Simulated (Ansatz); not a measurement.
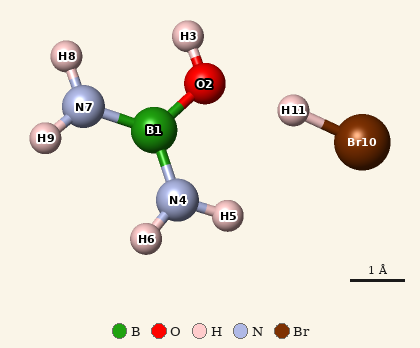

*The structure as given in the input (ball-and-stick view, seen at a tilt; atoms are numbered from 1 in the order of the input).*

Bond lengths as drawn: Br–H 1.46 Å, B–N 1.41 to 1.42 Å, B–O 1.40 Å, H–N 1.01 Å and H–O 0.96 Å.

# BN2H6BrO: nudged elastic band (part 1 of 2)

- system: BN2H6BrO
- method: RKS B3LYP/def2-SVP (Ansatz 0.2.0)

The run did not end well. It belongs to a series of runs on one base structure; here: band between the two ends.

## Input
```yaml
crystal:
  periodic: [false, false, false]
  atoms:
    - { symbol: B, position_ang: [-0.297655, 0.024365, -0.251694] }
    - { symbol: O, position_ang: [-0.574987, 0.476232, 1.046635] }
    - { symbol: H, position_ang: [-1.463722, 0.285857, 1.36443] }
    - { symbol: "N", position_ang: [0.996919, 0.305343, -0.747199] }
    - { symbol: H, position_ang: [1.676144, 0.819856, -0.200857] }
    - { symbol: H, position_ang: [1.319531, 0.043941, -1.667966] }
    - { symbol: "N", position_ang: [-1.287751, -0.672385, -1.000184] }
    - { symbol: H, position_ang: [-2.208614, -0.896726, -0.648832] }
    - { symbol: H, position_ang: [-1.124994, -1.022936, -1.934583] }
    - { symbol: Br, position_ang: [1.639534, 2.232834, 2.642937] }
    - { symbol: H, position_ang: [0.573895, 1.459319, 2.017111] }
basis:
  gaussian: { orbitals: def2-SVP }
hamiltonian:
  xc: b3lyp
neb:
  order_check: false
  images: 9
  f_tol: 0.03
  max_iterations: 60
  final_atoms:
    - { symbol: B, position_ang: [0.16009597, 0.71431717, -0.59991152] }
    - { symbol: O, position_ang: [-0.5221978, -0.27881536, 2.3021622] }
    - { symbol: H, position_ang: [-0.94186854, -0.22765769, 1.427855] }
    - { symbol: "N", position_ang: [1.37191783, 0.05139061, -0.82767709] }
    - { symbol: H, position_ang: [1.43097435, -0.9419751, -1.01702266] }
    - { symbol: H, position_ang: [2.26575261, 0.49243781, -0.65635614] }
    - { symbol: "N", position_ang: [-1.12510943, 0.114421, -0.67153744] }
    - { symbol: H, position_ang: [-1.25726902, -0.82604555, -1.02891854] }
    - { symbol: H, position_ang: [-1.9631381, 0.68100326, -0.71547497] }
    - { symbol: Br, position_ang: [0.21889478, 2.62309421, -0.11704271] }
    - { symbol: H, position_ang: [-0.38975265, 0.65352964, 2.52372187] }
  initial_path:
    images:
      - { positions_ang: [[-0.297655, 0.024365, -0.251694], [-0.574987, 0.476232, 1.046635], [-1.463722, 0.285857, 1.36443], [0.996919, 0.305343, -0.747199], [1.676144, 0.819856, -0.200857], [1.319531, 0.043941, -1.667966], [-1.287751, -0.672385, -1.000184], [-2.208614, -0.896726, -0.648832], [-1.124994, -1.022936, -1.934583], [1.639534, 2.232834, 2.642937], [0.573895, 1.459319, 2.017111]] }
      - { positions_ang: [[-0.23569492, 0.01917113, -0.19443789], [-0.48610624, 0.41624769, 1.19325682], [-1.38220411, 0.20819673, 1.5060306], [1.08000294, 0.23804332, -0.72365451], [1.72561578, 0.46543741, -0.31022763], [1.42737797, 0.20909649, -1.52744748], [-1.28267067, -0.56365592, -0.96780297], [-2.149645, -0.90833325, -0.66064677], [-1.1965071, -0.6962813, -1.86078285], [1.31048919, 2.24268038, 2.22324735], [0.43764218, 1.42509731, 1.94226334]] }
      - { positions_ang: [[-0.17373484, 0.01397727, -0.13718178], [-0.39722549, 0.35626339, 1.33987864], [-1.30068622, 0.13053646, 1.64763119], [1.16308687, 0.17074364, -0.70011003], [1.77508756, 0.11101883, -0.41959825], [1.53522494, 0.37425199, -1.38692895], [-1.27759034, -0.45492684, -0.93542194], [-2.09067601, -0.9199405, -0.67246154], [-1.26802021, -0.3696266, -1.78698271], [0.98144437, 2.25252676, 1.80355769], [0.30138936, 1.39087562, 1.86741568]] }
      - { positions_ang: [[-0.11177476, 0.0087834, -0.07992567], [-0.30834473, 0.29627908, 1.48650046], [-1.21916833, 0.05287618, 1.78923179], [1.24617081, 0.10344396, -0.67656554], [1.82455933, -0.24339976, -0.52896888], [1.64307191, 0.53940748, -1.24641043], [-1.27251001, -0.34619776, -0.90304091], [-2.03170701, -0.93154776, -0.68427631], [-1.33953331, -0.0429719, -1.71318256], [0.65239956, 2.26237314, 1.38386804], [0.16513654, 1.35665393, 1.79256802]] }
      - { positions_ang: [[-0.04981467, 0.00358953, -0.02266956], [-0.21946398, 0.23629478, 1.63312228], [-1.13765045, -0.02478409, 1.93083239], [1.32925474, 0.03614428, -0.65302105], [1.87403111, -0.59781834, -0.6383395], [1.75091888, 0.70456297, -1.10589191], [-1.26742968, -0.23746868, -0.87065988], [-1.97273801, -0.94315501, -0.69609108], [-1.41104642, 0.2836828, -1.63938242], [0.32335475, 2.27221951, 0.96417838], [0.02888372, 1.32243224, 1.71772035]] }
      - { positions_ang: [[0.01214541, -0.00160433, 0.03458655], [-0.13058322, 0.17631047, 1.7797441], [-1.05613256, -0.10244436, 2.07243299], [1.41233868, -0.0311554, -0.62947657], [1.92350289, -0.95223693, -0.74771013], [1.85876585, 0.86971847, -0.96537338], [-1.26234936, -0.1287396, -0.83827885], [-1.91376901, -0.95476226, -0.70790585], [-1.48255952, 0.6103375, -1.56558227], [-0.00569006, 2.28206589, 0.54448873], [-0.1073691, 1.28821055, 1.64287269]] }
      - { positions_ang: [[0.04173552, 0.14157997, -0.09231306], [-0.20890614, 0.08528531, 1.88422772], [-1.03327976, -0.12748703, 1.94351739], [1.40425451, -0.0146462, -0.66911667], [1.82499718, -0.95018456, -0.80157264], [1.9401632, 0.79426234, -0.90356993], [-1.23490137, -0.08010748, -0.80493057], [-1.78246901, -0.92901892, -0.77210839], [-1.57867523, 0.62447065, -1.39556081], [0.03922691, 2.35027156, 0.41218244], [-0.16384581, 1.16127436, 1.81904253]] }
      - { positions_ang: [[0.07132563, 0.28476427, -0.21921268], [-0.28722905, -0.00573986, 1.98871134], [-1.01042695, -0.15252969, 1.81460179], [1.39617034, 0.001863, -0.70875678], [1.72649147, -0.9481322, -0.85543514], [2.02156055, 0.71880621, -0.84176648], [-1.20745339, -0.03147536, -0.77158229], [-1.65116902, -0.90327558, -0.83631092], [-1.67479095, 0.6386038, -1.22553935], [0.08414388, 2.41847722, 0.27987615], [-0.22032252, 1.03433818, 1.99521236]] }
      - { positions_ang: [[0.10091575, 0.42794857, -0.34611229], [-0.36555197, -0.09676503, 2.09319496], [-0.98757415, -0.17757236, 1.68568619], [1.38808617, 0.01837221, -0.74839688], [1.62798576, -0.94607983, -0.90929765], [2.10295791, 0.64335008, -0.77996304], [-1.1800054, 0.01715676, -0.738234], [-1.51986902, -0.87753223, -0.90051346], [-1.77090667, 0.65273696, -1.05551789], [0.12906085, 2.48668288, 0.14756986], [-0.27679923, 0.907402, 2.1713822]] }
      - { positions_ang: [[0.13050586, 0.57113287, -0.47301191], [-0.44387488, -0.18779019, 2.19767858], [-0.96472135, -0.20261503, 1.5567706], [1.380002, 0.03488141, -0.78803699], [1.52948006, -0.94402747, -0.96316016], [2.18435526, 0.56789394, -0.71815959], [-1.15255741, 0.06578888, -0.70488572], [-1.38856902, -0.85178889, -0.964716], [-1.86702238, 0.66687011, -0.88549643], [0.17397782, 2.55488855, 0.01526358], [-0.33327594, 0.78046582, 2.34755203]] }
      - { positions_ang: [[0.16009597, 0.71431717, -0.59991152], [-0.5221978, -0.27881536, 2.3021622], [-0.94186854, -0.22765769, 1.427855], [1.37191783, 0.05139061, -0.82767709], [1.43097435, -0.9419751, -1.01702266], [2.26575261, 0.49243781, -0.65635614], [-1.12510943, 0.114421, -0.67153744], [-1.25726902, -0.82604555, -1.02891854], [-1.9631381, 0.68100326, -0.71547497], [0.21889478, 2.62309421, -0.11704271], [-0.38975265, 0.65352964, 2.52372187]] }
```

Hardware: 4 threads of Arm Neoverse V2, 24 GiB of memory available, shared host.

Launch command:
```bash
ansatz run input.yaml --threads 4 --pin off --max-ram 5120MiB --backend cpu --events-out ev --progress --plain --runs-dir out
```

## What the program printed
```
Engine: ansatz 0.2.0, aarch64-unknown-linux-gnu
Functional definition: B3LYP
  parameter a0 = 0.2
  parameter ax = 0.72
  parameter ac = 0.81
  exchange = (1 - a0 - ax)*slater_x + ax*b88_x + a0*exact_x
  correlation = (1 - ac)*vwn_rpa_c + ac*lyp_c
1284 factors; integrals over basis functions are off by at most 3.8e-4 eV
mean field evaluation 1: about -75827.5512 eV, gradient 8.0e1 eV
mean field evaluation 2: about -75817.7127 eV, gradient 1.0e2 eV
mean field evaluation 4: about -75839.4996 eV, gradient 5.1e0 eV
mean field evaluation 8: about -75839.5877 eV, gradient 2.4e-1 eV
mean field evaluation 16: about -75839.5878 eV, gradient 1.6e-5 eV
mean field -75839.58779384 eV, -2787.0534455047 hartree, gradient 1.6e-5 eV, S^2 0.000000; 0 other end points of the search recorded, 0 dependent functions left out
the calculation of the forces begins
reference -75839.58807318 eV, -2787.0534557703 hartree; 34, 34 occupied and 84, 84 virtual orbitals, 1284 factors
1283 factors; integrals over basis functions are off by at most 1.2e-3 eV
mean field evaluation 32: about -75839.1341 eV, gradient 7.2e-5 eV
mean field -75839.13408652 eV, -2787.0367720682 hartree, gradient 7.2e-5 eV, S^2 0.000000; 0 other end points of the search recorded, 0 dependent functions left out
[... from here on the field's lines of each further geometry are left out, up to the last ...]
NEB iter   1: max|band force component| = 5.231e1 eV/Å  barrier→ = 15.1916 eV  barrier← = 14.7379 eV  Δτ_max = 0.2000 Å  (299 SCF iters)
NEB iter   2: max|band force component| = 9.309e0 eV/Å  barrier→ = 3.8767 eV  barrier← = 3.4230 eV  Δτ_max = 0.2000 Å  (299 SCF iters)
NEB iter   3: max|band force component| = 4.300e0 eV/Å  barrier→ = 2.1070 eV  barrier← = 1.6533 eV  Δτ_max = 0.1973 Å  (271 SCF iters)
NEB iter   4: max|band force component| = 1.823e0 eV/Å  barrier→ = 1.7373 eV  barrier← = 1.2835 eV  Δτ_max = 0.2000 Å  (271 SCF iters)
NEB iter   5: max|band force component| = 1.150e0 eV/Å  barrier→ = 1.5877 eV  barrier← = 1.1340 eV  Δτ_max = 0.1977 Å  (258 SCF iters)
NEB iter   6: max|band force component| = 3.811e0 eV/Å  barrier→ = 1.4517 eV  barrier← = 0.9980 eV  Δτ_max = 0.1027 Å  (260 SCF iters)
NEB iter   7: max|band force component| = 1.045e0 eV/Å  barrier→ = 1.3665 eV  barrier← = 0.9128 eV  Δτ_max = 0.1982 Å  (256 SCF iters)
NEB iter   8: max|band force component| = 8.829e-1 eV/Å  barrier→ = 1.2799 eV  barrier← = 0.8262 eV  Δτ_max = 0.2000 Å  (264 SCF iters)
NEB iter   9: max|band force component| = 8.191e-1 eV/Å  barrier→ = 1.2415 eV  barrier← = 0.7878 eV  Δτ_max = 0.1985 Å  (266 SCF iters)
NEB iter  10: max|band force component| = 8.773e-1 eV/Å  barrier→ = 1.2261 eV  barrier← = 0.7724 eV  Δτ_max = 0.1005 Å  (260 SCF iters)
NEB iter  11: max|band force component| = 6.713e-1 eV/Å  barrier→ = 1.1590 eV  barrier← = 0.7053 eV  Δτ_max = 0.1001 Å  (268 SCF iters)
NEB iter  12: max|band force component| = 5.977e-1 eV/Å  barrier→ = 1.1206 eV  barrier← = 0.6669 eV  Δτ_max = 0.1012 Å  (265 SCF iters)
NEB iter  13: max|band force component| = 5.830e-1 eV/Å  barrier→ = 1.0784 eV  barrier← = 0.6247 eV  Δτ_max = 0.1010 Å  (266 SCF iters)
NEB iter  14: max|band force component| = 6.808e-1 eV/Å  barrier→ = 1.1335 eV  barrier← = 0.6798 eV  Δτ_max = 0.0500 Å  (263 SCF iters)
NEB iter  15: max|band force component| = 6.116e-1 eV/Å  barrier→ = 1.2080 eV  barrier← = 0.7543 eV  Δτ_max = 0.0502 Å  (272 SCF iters)
NEB iter  16: max|band force component| = 8.017e-1 eV/Å  barrier→ = 1.1594 eV  barrier← = 0.7056 eV  CI = image 5  Δτ_max = 0.1007 Å  (256 SCF iters)
NEB iter  17: max|band force component| = 7.094e-1 eV/Å  barrier→ = 1.0473 eV  barrier← = 0.5936 eV  CI = image 5  Δτ_max = 0.2000 Å  (266 SCF iters)
NEB iter  18: max|band force component| = 6.803e-1 eV/Å  barrier→ = 0.8794 eV  barrier← = 0.4257 eV  CI = image 5  Δτ_max = 0.2000 Å  (267 SCF iters)
NEB iter  19: max|band force component| = 1.769e0 eV/Å  barrier→ = 0.9481 eV  barrier← = 0.4944 eV  CI = image 5  Δτ_max = 0.1026 Å  (260 SCF iters)
NEB iter  20: max|band force component| = 1.844e0 eV/Å  barrier→ = 1.0523 eV  barrier← = 0.5986 eV  CI = image 5  Δτ_max = 0.1990 Å  (258 SCF iters)
NEB iter  21: max|band force component| = 1.327e0 eV/Å  barrier→ = 1.1433 eV  barrier← = 0.6896 eV  CI = image 5  Δτ_max = 0.1974 Å  (266 SCF iters)
NEB iter  22: max|band force component| = 1.021e0 eV/Å  barrier→ = 1.2157 eV  barrier← = 0.7620 eV  CI = image 5  Δτ_max = 0.2000 Å  (266 SCF iters)
NEB iter  23: max|band force component| = 1.660e0 eV/Å  barrier→ = 1.2489 eV  barrier← = 0.7952 eV  CI = image 5  Δτ_max = 0.1013 Å  (267 SCF iters)
NEB iter  24: max|band force component| = 8.940e-1 eV/Å  barrier→ = 1.2003 eV  barrier← = 0.7465 eV  CI = image 5  Δτ_max = 0.2000 Å  (258 SCF iters)
NEB iter  25: max|band force component| = 9.017e-1 eV/Å  barrier→ = 1.1544 eV  barrier← = 0.7007 eV  CI = image 5  Δτ_max = 0.2000 Å  (260 SCF iters)
NEB iter  26: max|band force component| = 1.616e0 eV/Å  barrier→ = 1.1399 eV  barrier← = 0.6862 eV  CI = image 5  Δτ_max = 0.1020 Å  (256 SCF iters)
NEB iter  27: max|band force component| = 5.542e-1 eV/Å  barrier→ = 1.0987 eV  barrier← = 0.6450 eV  CI = image 5  Δτ_max = 0.2000 Å  (266 SCF iters)
NEB iter  28: max|band force component| = 9.706e-1 eV/Å  barrier→ = 1.0880 eV  barrier← = 0.6343 eV  CI = image 5  Δτ_max = 0.1009 Å  (255 SCF iters)
NEB iter  29: max|band force component| = 4.035e-1 eV/Å  barrier→ = 1.0862 eV  barrier← = 0.6325 eV  CI = image 5  Δτ_max = 0.1984 Å  (262 SCF iters)
NEB iter  30: max|band force component| = 6.671e-1 eV/Å  barrier→ = 1.0836 eV  barrier← = 0.6299 eV  CI = image 5  Δτ_max = 0.1022 Å  (254 SCF iters)
NEB iter  31: max|band force component| = 8.952e-1 eV/Å  barrier→ = 1.0822 eV  barrier← = 0.6285 eV  CI = image 5  Δτ_max = 0.0508 Å  (255 SCF iters)
NEB iter  32: max|band force component| = 4.579e-1 eV/Å  barrier→ = 1.0820 eV  barrier← = 0.6283 eV  CI = image 5  Δτ_max = 0.0506 Å  (238 SCF iters)
NEB iter  33: max|band force component| = 1.335e-1 eV/Å  barrier→ = 1.0819 eV  barrier← = 0.6282 eV  CI = image 5  Δτ_max = 0.1029 Å  (230 SCF iters)
NEB iter  34: max|band force component| = 5.391e-1 eV/Å  barrier→ = 1.0819 eV  barrier← = 0.6282 eV  CI = image 5  Δτ_max = 0.0511 Å  (223 SCF iters)
NEB iter  35: max|band force component| = 1.493e-1 eV/Å  barrier→ = 1.0819 eV  barrier← = 0.6282 eV  CI = image 5  Δτ_max = 0.1004 Å  (227 SCF iters)
NEB iter  36: max|band force component| = 9.807e-1 eV/Å  barrier→ = 1.0819 eV  barrier← = 0.6282 eV  CI = image 5  Δτ_max = 0.0511 Å  (215 SCF iters)
NEB iter  37: max|band force component| = 4.522e-1 eV/Å  barrier→ = 1.0819 eV  barrier← = 0.6282 eV  CI = image 5  Δτ_max = 0.1017 Å  (225 SCF iters)
NEB iter  38: max|band force component| = 1.600e0 eV/Å  barrier→ = 1.0819 eV  barrier← = 0.6282 eV  CI = image 5  Δτ_max = 0.0502 Å  (221 SCF iters)
NEB iter  39: max|band force component| = 3.737e-1 eV/Å  barrier→ = 1.0819 eV  barrier← = 0.6282 eV  CI = image 5  Δτ_max = 0.1005 Å  (217 SCF iters)
NEB iter  40: max|band force component| = 1.676e-1 eV/Å  barrier→ = 1.0819 eV  barrier← = 0.6282 eV  CI = image 5  Δτ_max = 0.2000 Å  (211 SCF iters)
NEB iter  41: max|band force component| = 1.069e0 eV/Å  barrier→ = 1.0819 eV  barrier← = 0.6282 eV  CI = image 5  Δτ_max = 0.1024 Å  (210 SCF iters)
NEB iter  42: max|band force component| = 3.074e-1 eV/Å  barrier→ = 1.0819 eV  barrier← = 0.6282 eV  CI = image 5  Δτ_max = 0.2000 Å  (207 SCF iters)
NEB iter  43: max|band force component| = 2.074e0 eV/Å  barrier→ = 1.0819 eV  barrier← = 0.6282 eV  CI = image 5  Δτ_max = 0.0998 Å  (212 SCF iters)
NEB iter  44: max|band force component| = 7.791e-1 eV/Å  barrier→ = 1.0819 eV  barrier← = 0.6282 eV  CI = image 5  Δτ_max = 0.2000 Å  (204 SCF iters)
NEB iter  45: max|band force component| = 4.698e-1 eV/Å  barrier→ = 1.0819 eV  barrier← = 0.6282 eV  CI = image 5  Δτ_max = 0.2000 Å  (201 SCF iters)
NEB iter  46: max|band force component| = 5.365e-1 eV/Å  barrier→ = 1.0819 eV  barrier← = 0.6282 eV  CI = image 5  Δτ_max = 0.1005 Å  (203 SCF iters)
NEB iter  47: max|band force component| = 3.598e-1 eV/Å  barrier→ = 1.0819 eV  barrier← = 0.6282 eV  CI = image 5  Δτ_max = 0.1026 Å  (203 SCF iters)
NEB iter  48: max|band force component| = 7.934e-1 eV/Å  barrier→ = 1.0819 eV  barrier← = 0.6282 eV  CI = image 5  Δτ_max = 0.0502 Å  (197 SCF iters)
NEB iter  49: max|band force component| = 5.221e-1 eV/Å  barrier→ = 1.0819 eV  barrier← = 0.6282 eV  CI = image 5  Δτ_max = 0.0502 Å  (195 SCF iters)
NEB iter  50: max|band force component| = 1.479e-1 eV/Å  barrier→ = 1.0819 eV  barrier← = 0.6282 eV  CI = image 5  Δτ_max = 0.1019 Å  (198 SCF iters)
NEB iter  51: max|band force component| = 1.203e0 eV/Å  barrier→ = 1.0819 eV  barrier← = 0.6282 eV  CI = image 5  Δτ_max = 0.0500 Å  (191 SCF iters)
NEB iter  52: max|band force component| = 3.663e-1 eV/Å  barrier→ = 1.0819 eV  barrier← = 0.6282 eV  CI = image 5  Δτ_max = 0.1001 Å  (196 SCF iters)
NEB iter  53: max|band force component| = 2.229e-1 eV/Å  barrier→ = 1.0819 eV  barrier← = 0.6282 eV  CI = image 5  Δτ_max = 0.1027 Å  (196 SCF iters)
NEB iter  54: max|band force component| = 3.570e-1 eV/Å  barrier→ = 1.0819 eV  barrier← = 0.6282 eV  CI = image 5  Δτ_max = 0.0504 Å  (191 SCF iters)
NEB iter  55: max|band force component| = 2.616e-1 eV/Å  barrier→ = 1.0819 eV  barrier← = 0.6282 eV  CI = image 5  Δτ_max = 0.0504 Å  (193 SCF iters)
NEB iter  56: max|band force component| = 4.750e-1 eV/Å  barrier→ = 1.0819 eV  barrier← = 0.6282 eV  CI = image 5  Δτ_max = 0.0250 Å  (199 SCF iters)
NEB iter  57: max|band force component| = 1.000e-1 eV/Å  barrier→ = 1.0819 eV  barrier← = 0.6282 eV  CI = image 5  Δτ_max = 0.0500 Å  (199 SCF iters)
NEB iter  58: max|band force component| = 9.945e-2 eV/Å  barrier→ = 1.0819 eV  barrier← = 0.6282 eV  CI = image 5  Δτ_max = 0.0501 Å  (196 SCF iters)
NEB iter  59: max|band force component| = 6.491e-2 eV/Å  barrier→ = 1.0819 eV  barrier← = 0.6282 eV  CI = image 5  Δτ_max = 0.0506 Å  (193 SCF iters)
the calculation of the forces begins
reference -75838.77699567 eV, -2787.0236492214 hartree; 34, 34 occupied and 84, 84 virtual orbitals, 1281 factors
these checks for a lower state are left out or cut short: starts, cluster_reference, orbital_swaps, neighbouring_geometries, increment
1283 factors; integrals over basis functions are off by at most 7.8e-4 eV
mean field -75839.07425995 eV, -2787.0345734824 hartree, gradient 2.8e-5 eV, S^2 0.000000; 0 other end points of the search recorded, 0 dependent functions left out
the calculation of the forces begins
reference -75839.07451562 eV, -2787.0345828781 hartree; 34, 34 occupied and 84, 84 virtual orbitals, 1283 factors
NEB iter  60: max|band force component| = 5.796e-2 eV/Å  barrier→ = 1.0819 eV  barrier← = 0.6282 eV  CI = image 5  Δτ_max = 0.0504 Å  (201 SCF iters)
```
